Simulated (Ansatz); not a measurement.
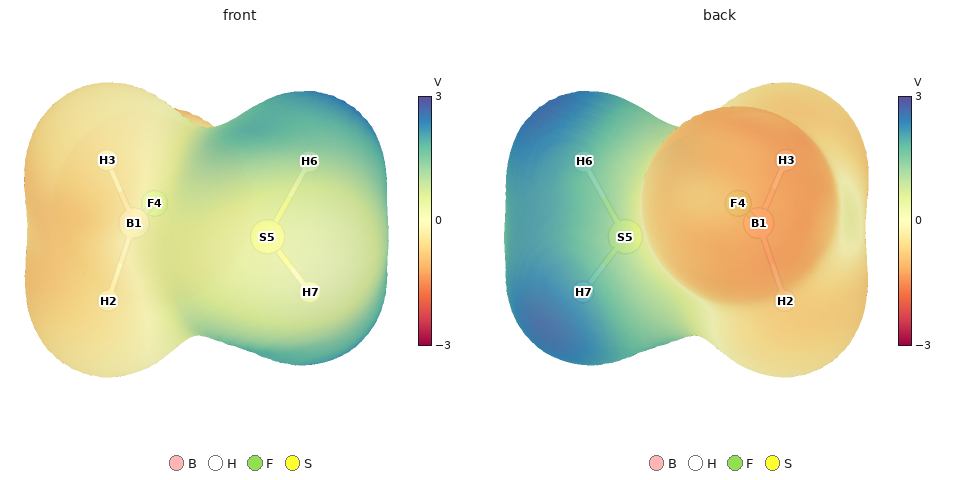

BFH2···H2S. The electrostatic potential painted on the density surface at 0.004 e/bohr³, seen from the front and from behind; red is negative and blue positive.

Theory: Ansatz 0.2.0, RKS PBE-D4/def2-SVP.

The calculation's input:

```
crystal:
  periodic: [false, false, false]
  atoms:
    - { symbol: B, position_ang: [0.032572, 0.257407, -0.018496] }
    - { symbol: H, position_ang: [-0.124322, 0.313893, 1.17411] }
    - { symbol: H, position_ang: [1.10046, 0.406913, -0.574516] }
    - { symbol: F, position_ang: [-1.062664, 0.150551, -0.771843] }
    - { symbol: S, position_ang: [0.331469, -2.684171, 0.85649] }
    - { symbol: H, position_ang: [-0.909468, -2.764833, 0.292074] }
    - { symbol: H, position_ang: [-0.016646, -1.51696, 1.52048] }
basis:
  gaussian: { orbitals: def2-SVP }
hamiltonian:
  xc: pbe
  dispersion: d4
relax:
  f_tol: 0.03
  max_steps: 50
output:
  orbitals: {}
```

Command:

```sh
ansatz run input.yaml --threads 1 --pin off --max-ram 2048MiB --backend cpu --events-out ev --progress --plain --runs-dir out
```

The fields are those of the run's last geometry, not of the input's.

### Where is the surface potential most negative and most positive?

The most negative region (about −1.3 V) lies over F4, the most positive (about +2.6 V) over H6 and H7.
